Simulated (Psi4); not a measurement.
# triplet COF2: levels of theory compared

Aim: a comparison of 3 runs (UB3LYP/6-31G*, UHSE06/aug-cc-pVDZ, UTPSSh/aug-cc-pVDZ) of triplet COF2. 

The calculation is run with Psi4 1.11.

2 further runs of the same task are left out: 2 that didn't finish.

### Step 1. The system as given

COF2: 4 atoms, total charge 0, spin state triplet. SMILES of the parent species: `O=C(F)F`. The shape is that of a PBE0-D4/def2-TZVP optimisation. That shape belongs to the parent species and isn't relaxed for this state.

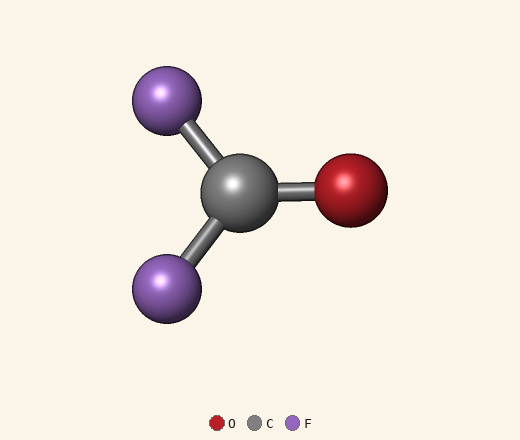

Viewed from a chosen angle; oxygen red, carbon grey, fluorine purple.

### Step 2. Energy and gradient at UB3LYP/6-31G(d) (spherical functions) (run 1)

Contents of cf2o.xyz:

```xyz
4
CF2O
O     -1.242660    -0.157400     0.153910
C     -0.091830    -0.011630     0.011370
F      0.845490    -0.826670     0.424670
F      0.488990     0.995700    -0.589960
```

Contents of job.py:

```python
import psi4

psi4.set_memory(2200000000)
psi4.set_num_threads(1)
psi4.core.set_output_file('cf2o.out', False)

with open('cf2o.xyz') as f:
    atoms = ''.join(f.readlines()[2:])
molecule = psi4.geometry('0 3\n' + atoms + 'symmetry c1')

psi4.set_options({
    'basis': '6-31G*',
    'reference': 'uks',
    'puream': True,
    'e_convergence': 1e-09,
    'd_convergence': 1e-08,
    'scf_type': 'pk',
    'dft_radial_points': 99,
    'dft_spherical_points': 590,
    'maxiter': 100,
})

e, wfn = psi4.gradient('B3LYP', return_wfn=True)
psi4.oeprop(wfn, 'LOWDIN_CHARGES', 'WIBERG_LOWDIN_INDICES', 'QUADRUPOLE')
print('gradient / Eh bohr^-1')
print(e.np.round(6))
print(f'energy = {wfn.energy():.10f} Eh')
```

Run with:

```sh
python job.py
```

cf2o.out:

```text
[...]
  Running in c1 symmetry.
[...]
  Nuclear repulsion =  120.136422940772235
[...]
  Multiplicity = 3
[...]
  Nalpha       = 17
  Nbeta        = 15
[...]
    Number of basis functions: 56
[...]
   @UKS iter   1:  -312.62524088560548    1.63754e-01   8.92456e-03 DIIS/ADIIS
[...]
   @UKS iter  13:  -312.75609389051408   -2.10321e-12   5.83444e-09 DIIS
[...]
   @S^2 Observed:                2.004907700E+00
[...]
  @UKS Final Energy:  -312.75609389051408
   => Energetics <=
    Nuclear Repulsion Energy =            120.1364229407722348
    One-Electron Energy =                -671.0775998789540608
    Two-Electron Energy =                 266.4854712850640226
    DFT Exchange-Correlation Energy =     -28.3003882373963052
    Empirical Dispersion Energy =           0.0000000000000000
    VV10 Nonlocal Energy =                  0.0000000000000000
    Total Energy =                       -312.7560938905140802
[...]
  -Total Gradient:
     Atom            X                  Y                   Z
    ------   -----------------  -----------------  -----------------
       1        0.281990708371     0.035718374376    -0.034927114926
       2       -0.273280842924    -0.034611970359     0.033846827779
       3       -0.013269575792     0.045027160921    -0.024837464628
       4        0.004560972696    -0.046133416435     0.025917602158
[...]
 Multipole Moments:
 ------------------------------------------------------------------------------------
     Multipole            Electronic (a.u.)      Nuclear  (a.u.)        Total (a.u.)
 ------------------------------------------------------------------------------------
 L = 1.  Multiply by 2.5417464519 to convert [e a0] to [Debye]
 Dipole X            :          1.0082735           -1.1401014           -0.1318279
 Dipole Y            :          0.1277166           -0.1444089           -0.0166923
 Dipole Z            :         -0.1248839            0.1412094            0.0163255
 Magnitude           :                                                    0.1338796
 L = 2.  Multiply by 1.3450342976 to convert [e a0^2] to [Debye ang]
 Quadrupole XX       :        -89.9780666           74.7397707          -15.2382959
 Quadrupole XY       :          1.1611475           -1.2320205           -0.0708730
[...]
```

Standard output:

```text
gradient / Eh bohr^-1
[[ 0.281991  0.035718 -0.034927]
 [-0.273281 -0.034612  0.033847]
 [-0.01327   0.045027 -0.024837]
 [ 0.004561 -0.046133  0.025918]]
energy = -312.7560938905 Eh
```

Wall time 16 s (1 thread of Intel Xeon Platinum 8259CL at 2.50GHz (Skylake/Cascade Lake), shared host); peak memory 0.56 GiB.

### Step 3. Energy and forces at UHSE06/aug-cc-pVDZ (run 2)

Contents of calc.inp:

```
memory 2200 mb

molecule geom {
  0 3
  O     -1.242660    -0.157400     0.153910
  C     -0.091830    -0.011630     0.011370
  F      0.845490    -0.826670     0.424670
  F      0.488990     0.995700    -0.589960
  symmetry c1
}

set globals {
  reference uks
  puream true
  e_convergence 1e-09
  d_convergence 1e-08
  scf_type pk
  dft_radial_points 99
  dft_spherical_points 590
  maxiter 100
}

result, w = gradient('hse06/aug-cc-pVDZ', return_wfn=True)
```

Run with:

```sh
psi4 calc.inp calc.out -n 1
```

calc.out:

```text
[...]
  Running in c1 symmetry.
[...]
  Nuclear repulsion =  120.136422940772235
[...]
  Multiplicity = 3
[...]
  Nalpha       = 17
  Nbeta        = 15
[...]
    Number of basis functions: 92
[...]
   @UKS iter   1:  -312.39159036775271    1.19546e-01   5.64387e-03 ADIIS/DIIS
[...]
   @UKS iter  14:  -312.53778428464091    2.90470e-11   1.25532e-09 DIIS
[...]
   @S^2 Observed:                2.006112290E+00
[...]
  @UKS Final Energy:  -312.53778428464091
   => Energetics <=
    Nuclear Repulsion Energy =            120.1364229407722348
    One-Electron Energy =                -670.4801339290484066
    Two-Electron Energy =                 264.5975815942164218
    DFT Exchange-Correlation Energy =     -26.7916548905811567
    Empirical Dispersion Energy =           0.0000000000000000
    VV10 Nonlocal Energy =                  0.0000000000000000
    Total Energy =                       -312.5377842846409067
[...]
 Multipole Moments:
 ------------------------------------------------------------------------------------
     Multipole            Electronic (a.u.)      Nuclear  (a.u.)        Total (a.u.)
 ------------------------------------------------------------------------------------
 L = 1.  Multiply by 2.5417464519 to convert [e a0] to [Debye]
 Dipole X            :          0.9390833           -1.1401014           -0.2010180
 Dipole Y            :          0.1189535           -0.1444089           -0.0254554
 Dipole Z            :         -0.1163145            0.1412094            0.0248949
 Magnitude           :                                                    0.2041470
[...]
  -Total Gradient:
     Atom            X                  Y                   Z
    ------   -----------------  -----------------  -----------------
       1        0.272254093007     0.034484546771    -0.033720898520
       2       -0.271361422718    -0.034368900874     0.033609242442
       3       -0.008234489231     0.039841160505    -0.022159377195
       4        0.007372740796    -0.039953401202     0.022267493496
[...]
```

Run time: 62 s. Hardware: 1 thread of Intel Xeon Platinum 8259CL at 2.50GHz (Skylake/Cascade Lake), shared host; peak memory 1 GiB.

### Step 4. Energy and forces at UTPSSh/aug-cc-pVDZ (run 3)

Contents of job.in:

```
memory 2200 mb

molecule molecule1 {
  0 3
  O     -1.242660    -0.157400     0.153910
  C     -0.091830    -0.011630     0.011370
  F      0.845490    -0.826670     0.424670
  F      0.488990     0.995700    -0.589960
  symmetry c1
  no_reorient
  no_com
}

set globals {
  reference            uks
  puream               true
  e_convergence        1e-09
  d_convergence        1e-08
  scf_type             pk
  dft_radial_points    99
  dft_spherical_points 590
  maxiter              100
}

result, w = gradient("tpssh/aug-cc-pVDZ", return_wfn=True)
oeprop(w, "MAYER_INDICES", "WIBERG_LOWDIN_INDICES", "DIPOLE", title="TPSSH")
print_variables()
```

Run with:

```sh
psi4 -i job.in -o job.out -n 1
```

job.out:

```text
[...]
  Running in c1 symmetry.
[...]
  Nuclear repulsion =  120.136422940772263
[...]
  Multiplicity = 3
[...]
  Nalpha       = 17
  Nbeta        = 15
[...]
    Number of basis functions: 92
[...]
   @UKS iter   1:  -312.62000903531793    1.86964e-01   6.69101e-03 DIIS/ADIIS
[...]
   @UKS iter  13:  -312.81374053361009   -7.33280e-12   7.18420e-09 DIIS
[...]
   @S^2 Observed:                2.005952184E+00
[...]
  @UKS Final Energy:  -312.81374053361009
   => Energetics <=
    Nuclear Repulsion Energy =            120.1364229407722632
    One-Electron Energy =                -670.5387306569136854
    Two-Electron Energy =                 269.2066396490263287
    DFT Exchange-Correlation Energy =     -31.6180724664950183
    Empirical Dispersion Energy =           0.0000000000000000
    VV10 Nonlocal Energy =                  0.0000000000000000
    Total Energy =                       -312.8137405336100869
[...]
  -Total Gradient:
     Atom            X                  Y                   Z
    ------   -----------------  -----------------  -----------------
       1        0.275195269585     0.034857603566    -0.034085492992
       2       -0.259243255041    -0.032833982177     0.032108372581
       3       -0.017292626797     0.046611116027    -0.025526148877
       4        0.001337268260    -0.048635177318     0.027503693251
[...]
 Multipole Moments:
 ------------------------------------------------------------------------------------
     Multipole            Electronic (a.u.)      Nuclear  (a.u.)        Total (a.u.)
 ------------------------------------------------------------------------------------
 L = 1.  Multiply by 2.5417464519 to convert [e a0] to [Debye]
 Dipole X            :         -3.0093001            2.8687176           -0.1405824
 Dipole Y            :         -0.3811762            0.3633754           -0.0178007
 Dipole Z            :          0.3728861           -0.3554764            0.0174097
 Magnitude           :                                                    0.1427704
[...]
```

It took 71 s on 1 thread of Intel Xeon Platinum 8259CL at 2.50GHz (Skylake/Cascade Lake), shared host; peak memory 1.1 GiB.

### Step 5. All runs side by side

```csv
run,level,energy (Eh),dipole moment (D),HOMO energy (eV),⟨S²⟩,wall time
1,UB3LYP/6-31G* (spherical functions),-312.756094,0.34,-2.82,2.005,16 s
2,UHSE06/aug-cc-pVDZ,-312.537784,0.52,-3.25,2.006,62 s
3,UTPSSh/aug-cc-pVDZ,-312.813741,0.36,-2.77,2.006,71 s
```

### Step 6. Outcome

| quantity | value |
| --- | --- |
| run 3: total energy | -312.81374 Eh |
| run 3: dipole moment | 0.36 D |
| run 3: HOMO energy (highest over α and β) | -2.77 eV |
| run 3: ⟨S²⟩ | 2.006 |
| run 3: largest force on an atom | 14.371 eV/Å |

What this shows: The dipole moment (its size) runs from 0.34 D (UB3LYP/6-31G*) to 0.52 D (UHSE06/aug-cc-pVDZ). The two ends differ in method and basis. Totals of different functionals can't be ranked against each other. All runs together took 2.5 min, the longest 71 s.
